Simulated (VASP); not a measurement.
Band structure of SnTe (space group F-43m). Computed with r2SCAN meta-GGA, VASP's PBE PAW potentials (set 64) (plane waves; VASP).

Unless said otherwise, spin-orbit coupling is left out, though it shifts the bands of the heavy elements here.

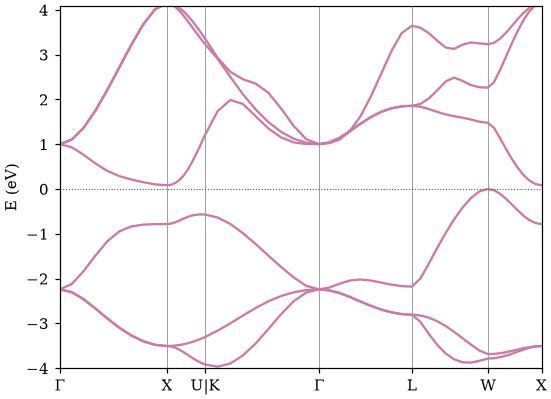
Figure. Bands along high-symmetry lines, zero at the valence-band maximum or, without a gap, the Fermi level

Q: Read the plot: is there a gap, and where are the band edges?

A: The gap is indirect, 0.08 eV, from the valence maximum at W to the conduction minimum at X.

The structure comes from a computed database's SnTe entry (F-43m); how it stands against other phases isn't given here. It was relaxed first.
